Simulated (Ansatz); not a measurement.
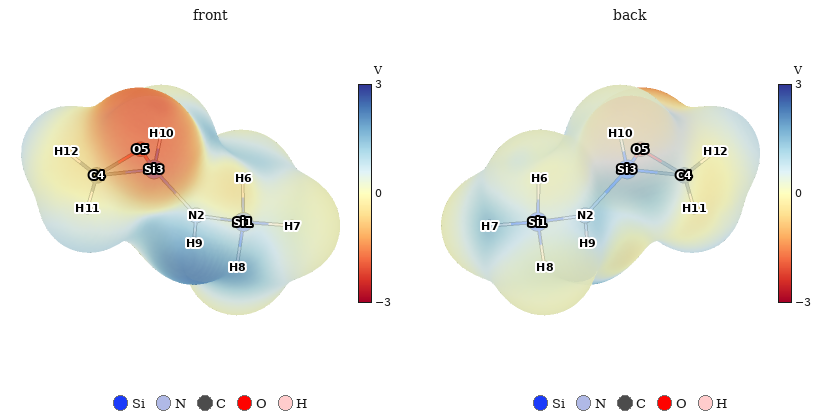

Figure 1: CH7NOSi2 (SMILES [SiH3]N[SiH]1CO1). The electrostatic potential painted on the density surface at 0.002 e/bohr³, seen from the front and from behind; the colour scale runs from red (negative) to blue (positive).

Theory: RKS B3LYP/def2-mTZVP in Ansatz.

The calculation's input:

```
crystal:
  periodic: [false, false, false]
  atoms:
    - { symbol: Si, position_ang: [-0.5929, -1.2353, 1.5917] }
    - { symbol: "N", position_ang: [-0.5521, 0.2421, 0.699] }
    - { symbol: Si, position_ang: [0.3871, 0.0245, -0.6661] }
    - { symbol: C, position_ang: [0.2991, 1.2424, -2.0218] }
    - { symbol: O, position_ang: [1.0535, 1.525, -0.922] }
    - { symbol: H, position_ang: [-1.1849, -2.2524, 0.719] }
    - { symbol: H, position_ang: [0.7289, -1.5291, 2.1017] }
    - { symbol: H, position_ang: [-1.509, -0.9275, 2.7141] }
    - { symbol: H, position_ang: [-0.1293, 0.9935, 1.3093] }
    - { symbol: H, position_ang: [1.6034, -0.8531, -0.4778] }
    - { symbol: H, position_ang: [-0.7445, 1.7233, -2.0731] }
    - { symbol: H, position_ang: [0.7176, 0.9914, -2.94] }
basis:
  gaussian: { orbitals: def2-mTZVP }
hamiltonian:
  xc: b3lyp
relax:
  f_tol: 0.015
  max_steps: 40
output:
  orbitals: {}
```

Run with:

```sh
ansatz run input.yaml --threads 2 --pin off --max-ram 3072MiB --backend cpu --events-out ev --progress --plain --runs-dir out
```

The fields are those of the relaxed geometry.

Where is the surface potential most negative and most positive?

Answer. The most negative region (about −1.9 V) lies over O5, the most positive (about +2.2 V) over H9. O5 is the likeliest acceptor of a hydrogen bond.
